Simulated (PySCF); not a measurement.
# [CeCl4]−: forces at shaken geometries

How stiff is [CeCl4]−? Its atoms are displaced at random by several amounts. The species was built from a template and needn't be a known compound.

Computed with PySCF 2.14.0. Level: r2SCAN, Ce lcecp-1-SVP with ECP47, Cl def2-SVP; scalar-relativistic core potentials, no spin–orbit coupling.

4 further runs of the same task are left out: 2 for a known fault of the program, 2 that didn't finish.

## (1) The system as given

5 atoms, charge -1, spin multiplicity 1.

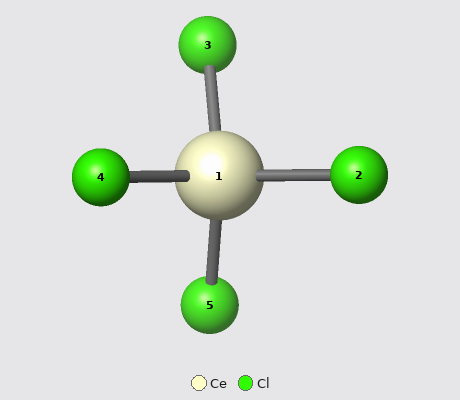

The structure; cerium light yellow, chlorine green; atoms are numbered from 1 in the order of the file.

Coordinates:

| atom | x (Å) | y (Å) | z (Å) |
| --- | --- | --- | --- |
| Ce1 | 0.0000 | 0.0000 | 0.0000 |
| Cl2 | 1.5359 | 1.5359 | 1.5359 |
| Cl3 | -1.5359 | -1.5359 | 1.5359 |
| Cl4 | 1.5359 | -1.5359 | -1.5359 |
| Cl5 | -1.5359 | 1.5359 | -1.5359 |

Formal oxidation states: Ce +3. Each metal's 1 4f electrons lie in its core potential, so multiplicities, spins and levels count the valence alone. An earlier session relaxed this geometry at r2SCAN, Ce lcecp-1-SVP with ECP47, Cl def2-SVP (singlet, point group Td).

Its energy there is -1872.825913 Eh.

## (2) Atoms moved at random, σ = 0.06 Å

File run.py (the lines that set the calculation):

```python
mol = gto.M(atom='''
Ce    -0.04110    -0.10634     0.03060
Cl     1.52973     1.55204     1.57641
Cl    -1.49035    -1.53854     1.52408
Cl     1.51518    -1.37911    -1.54390
Cl    -1.51346     1.47195    -1.58719''',
    basis={'Ce': 'lcecp-1-SVP', 'Cl': 'def2-SVP'},
    ecp={'Ce': 'lcecp-1-SVP'},
    charge=-1, spin=0)
mf = dft.RKS(mol, xc='R2SCAN')
mf.grids.atom_grid = (50, 194)  # f atoms: unpruned, at least (60, 302)
mf = mf.density_fit()  # fitting sets: Ce AutoAux, Cl def2-universal-JKFIT
mf.conv_tol = 1e-08; mf.max_cycle = 55
mf.kernel(dm0)  # dm0: the density of the relaxed state
```

Launch:

```sh
> OMP_NUM_THREADS=2 python run.py
```

What it wrote:

```text
init E= -1872.83574099457
  HOMO = -0.12744190993984  LUMO = 0.101825947982161  gap/eV = 6.23870
cycle= 1 E= -1872.81574551916  delta_E= 0.02  |g|= 0.07  |ddm|= 0.348
  HOMO = -0.104101918548479  LUMO = 0.106960919624605  gap/eV = 5.74331
cycle= 2 E= -1872.81449702516  delta_E= 0.00125  |g|= 0.0986  |ddm|= 0.261
  HOMO = -0.116959650016674  LUMO = 0.103951803689557  gap/eV = 6.01131
cycle= 3 E= -1872.81777414656  delta_E= -0.00328  |g|= 0.00665  |ddm|= 0.137
  HOMO = -0.117810816819813  LUMO = 0.104067693004527  gap/eV = 6.03762
cycle= 4 E= -1872.81778619809  delta_E= -1.21e-05  |g|= 0.00289  |ddm|= 0.0107
  HOMO = -0.117862267011222  LUMO = 0.103759946226304  gap/eV = 6.03065
cycle= 5 E= -1872.81778883867  delta_E= -2.64e-06  |g|= 0.000843  |ddm|= 0.00484
  HOMO = -0.117971382757344  LUMO = 0.103829122609498  gap/eV = 6.03550
cycle= 6 E= -1872.81778909067  delta_E= -2.52e-07  |g|= 0.000123  |ddm|= 0.00139
  HOMO = -0.117959103435415  LUMO = 0.103829859119229  gap/eV = 6.03519
cycle= 7 E= -1872.81778909479  delta_E= -4.12e-09  |g|= 4.01e-05  |ddm|= 0.000179
  HOMO = -0.117960757452818  LUMO = 0.103829899836952  gap/eV = 6.03523
Extra cycle  E= -1872.81778909456  delta_E= 2.28e-10  |g|= 4.78e-05  |ddm|= 0.000112
converged SCF energy = -1872.81778909456
```

Run time: 6.4 s. Hardware: 2 threads of Arm Neoverse V1, shared host.

Read off: E = -1872.817789 Eh (+0.221 eV from the relaxed state), HOMO -3.21 eV, LUMO 2.83 eV, Mulliken charge on Ce1 +0.79 e, largest force component 2.321 eV/Å. 

| atom | Fx | Fy | Fz (eV/Å) |
| --- | --- | --- | --- |
| Ce1 | 0.553 | 2.321 | -0.108 |
| Cl2 | -0.391 | -0.453 | -0.336 |
| Cl3 | -0.896 | -0.966 | 0.889 |
| Cl4 | 0.661 | -0.697 | -0.645 |
| Cl5 | 0.073 | -0.205 | 0.199 |

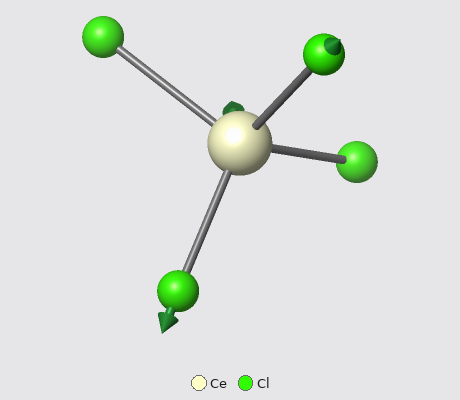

Forces as arrows, the longest for the largest force.

## (3) Atoms moved at random, σ = 0.15 Å

File run.py (the lines that set the calculation):

```python
mol = gto.M(atom='''
Ce    -0.42701    -0.17623     0.02689
Cl     1.50719     1.63848     1.64125
Cl    -1.38528    -1.38714     1.40032
Cl     1.64314    -1.67743    -1.40388
Cl    -1.33803     1.60232    -1.66459''',
    basis={'Ce': 'lcecp-1-SVP', 'Cl': 'def2-SVP'},
    ecp={'Ce': 'lcecp-1-SVP'},
    charge=-1, spin=0)
mf = dft.RKS(mol, xc='R2SCAN')
mf.grids.atom_grid = (50, 194)  # f atoms: unpruned, at least (60, 302)
mf = mf.density_fit()  # fitting sets: Ce AutoAux, Cl def2-universal-JKFIT
mf.conv_tol = 1e-08; mf.max_cycle = 55
mf.kernel(dm0)  # dm0: the density of the relaxed state
```

Launch:

```sh
> OMP_NUM_THREADS=2 python run.py
```

What it wrote:

```text
init E= -1872.79746600361
  HOMO = -0.175526433101145  LUMO = 0.00588489510260846  gap/eV = 4.93645
cycle= 1 E= -1872.6161777768  delta_E= 0.181  |g|= 0.337  |ddm|= 1.46
  HOMO = -0.0299762786625803  LUMO = 0.0772156025194555  gap/eV = 2.91684
cycle= 2 E= -1872.59266083533  delta_E= 0.0235  |g|= 0.45  |ddm|= 1.28
  HOMO = -0.073967037906931  LUMO = 0.0747924772504367  gap/eV = 4.04795
cycle= 3 E= -1872.65937662782  delta_E= -0.0667  |g|= 0.0286  |ddm|= 0.676
  HOMO = -0.0774775965897279  LUMO = 0.0732817357577753  gap/eV = 4.10237
cycle= 4 E= -1872.65957860456  delta_E= -0.000202  |g|= 0.0136  |ddm|= 0.0606
  HOMO = -0.0780604929173395  LUMO = 0.0730797100330669  gap/eV = 4.11273
cycle= 5 E= -1872.65962652568  delta_E= -4.79e-05  |g|= 0.00473  |ddm|= 0.024
  HOMO = -0.0781232935936065  LUMO = 0.0733899794609755  gap/eV = 4.12289
cycle= 6 E= -1872.65963404994  delta_E= -7.52e-06  |g|= 0.00105  |ddm|= 0.00875
  HOMO = -0.0779676074464771  LUMO = 0.0733228095530894  gap/eV = 4.11682
cycle= 7 E= -1872.65963440922  delta_E= -3.59e-07  |g|= 0.000346  |ddm|= 0.00193
  HOMO = -0.0780327297331662  LUMO = 0.0733252611544334  gap/eV = 4.11866
cycle= 8 E= -1872.65963444806  delta_E= -3.88e-08  |g|= 6.26e-05  |ddm|= 0.000597
  HOMO = -0.0780216396195628  LUMO = 0.0733251819039635  gap/eV = 4.11836
cycle= 9 E= -1872.65963444936  delta_E= -1.31e-09  |g|= 8.57e-06  |ddm|= 0.000112
  HOMO = -0.0780232521815273  LUMO = 0.0733250439014256  gap/eV = 4.11840
Extra cycle  E= -1872.65963444936  delta_E= 4.55e-12  |g|= 9.48e-06  |ddm|= 2.44e-05
converged SCF energy = -1872.65963444936
```

Run time: 7.1 s. Hardware: 2 threads of Arm Neoverse V1, shared host.

It gives: E = -1872.659634 Eh (+4.525 eV from the relaxed state), HOMO -2.12 eV, LUMO 2.00 eV, Mulliken charge on Ce1 +0.58 e, largest force component 11.279 eV/Å. 

| atom | Fx | Fy | Fz (eV/Å) |
| --- | --- | --- | --- |
| Ce1 | 11.279 | 10.037 | -10.775 |
| Cl2 | -1.182 | -1.012 | -0.662 |
| Cl3 | -8.197 | -9.830 | 11.116 |
| Cl4 | -1.138 | 0.490 | 0.682 |
| Cl5 | -0.761 | 0.316 | -0.361 |

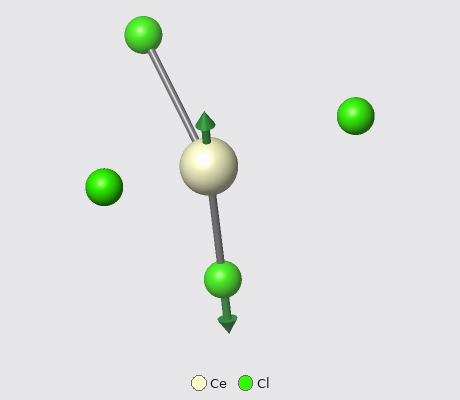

Forces as arrows, the longest for the largest force.

## (4) Atoms moved at random, σ = 0.06 Å

File run.py (the lines that set the calculation):

```python
mol = gto.M(atom='''
Ce    -0.05032     0.06305    -0.08025
Cl     1.61234     1.53783     1.57314
Cl    -1.58363    -1.59498     1.53001
Cl     1.48045    -1.57667    -1.49936
Cl    -1.45883     1.57077    -1.52353''',
    basis={'Ce': 'lcecp-1-SVP', 'Cl': 'def2-SVP'},
    ecp={'Ce': 'lcecp-1-SVP'},
    charge=-1, spin=0)
mf = dft.RKS(mol, xc='R2SCAN')
mf.grids.atom_grid = (50, 194)  # f atoms: unpruned, at least (60, 302)
mf = mf.density_fit()  # fitting sets: Ce AutoAux, Cl def2-universal-JKFIT
mf.conv_tol = 1e-08; mf.max_cycle = 55
mf.kernel(dm0)  # dm0: the density of the relaxed state
```

Launch:

```sh
> OMP_NUM_THREADS=2 python run.py
```

What it wrote:

```text
init E= -1872.81627822183
  HOMO = -0.136608369354818  LUMO = 0.0868273236956749  gap/eV = 6.07999
cycle= 1 E= -1872.81508915908  delta_E= 0.00119  |g|= 0.0794  |ddm|= 0.331
  HOMO = -0.105722187438566  LUMO = 0.0976541337290114  gap/eV = 5.53415
cycle= 2 E= -1872.81346127859  delta_E= 0.00163  |g|= 0.112  |ddm|= 0.296
  HOMO = -0.118430405236562  LUMO = 0.0960779755357658  gap/eV = 5.83707
cycle= 3 E= -1872.817729565  delta_E= -0.00427  |g|= 0.00741  |ddm|= 0.156
  HOMO = -0.119073260976043  LUMO = 0.0953345923106984  gap/eV = 5.83433
cycle= 4 E= -1872.81774556567  delta_E= -1.6e-05  |g|= 0.00303  |ddm|= 0.0123
  HOMO = -0.119413172700973  LUMO = 0.0955984770056662  gap/eV = 5.85076
cycle= 5 E= -1872.81774862053  delta_E= -3.05e-06  |g|= 0.000958  |ddm|= 0.0053
  HOMO = -0.119410949377878  LUMO = 0.0955191275479289  gap/eV = 5.84855
cycle= 6 E= -1872.81774892012  delta_E= -3e-07  |g|= 0.000167  |ddm|= 0.0015
  HOMO = -0.119410482879398  LUMO = 0.0955338371657179  gap/eV = 5.84893
cycle= 7 E= -1872.81774892814  delta_E= -8.02e-09  |g|= 5.74e-05  |ddm|= 0.000278
  HOMO = -0.119411562145738  LUMO = 0.095526041767459  gap/eV = 5.84875
Extra cycle  E= -1872.81774892718  delta_E= 9.64e-10  |g|= 7.82e-05  |ddm|= 0.000186
converged SCF energy = -1872.81774892718
```

Wall time 6.2 s (2 threads of Arm Neoverse V1, shared host).

It gives: E = -1872.817749 Eh (+0.222 eV from the relaxed state), HOMO -3.25 eV, LUMO 2.60 eV, Mulliken charge on Ce1 +0.82 e, largest force component 2.063 eV/Å. 

| atom | Fx | Fy | Fz (eV/Å) |
| --- | --- | --- | --- |
| Ce1 | 1.046 | -1.181 | 2.063 |
| Cl2 | -0.507 | -0.361 | -0.520 |
| Cl3 | 0.379 | 0.544 | -0.511 |
| Cl4 | -0.026 | 0.060 | -0.094 |
| Cl5 | -0.892 | 0.939 | -0.937 |

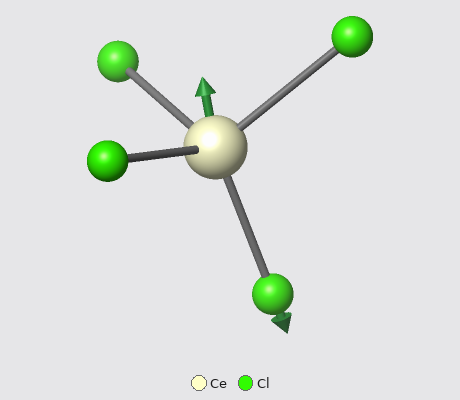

Forces as arrows, the longest for the largest force.

## (5) Results

| σ (Å) | energy rise (eV) | harmonic estimate −½ F·u (eV) | largest force component (eV/Å) |
| --- | --- | --- | --- |
| 0.06 | 0.221 | 0.227 | 2.32 |
| 0.15 | 4.525 | 5.702 | 11.28 |
| 0.06 | 0.222 | 0.225 | 2.06 |

Every displacement raises the energy. For a harmonic well the rise equals −½ F·u; the two differ by at most 26 % here (a move with σ = 0.15 Å), from anharmonicity, the grid and the small forces left at the relaxed point. The bases are small and lack diffuse functions. Spin–orbit coupling is left out.
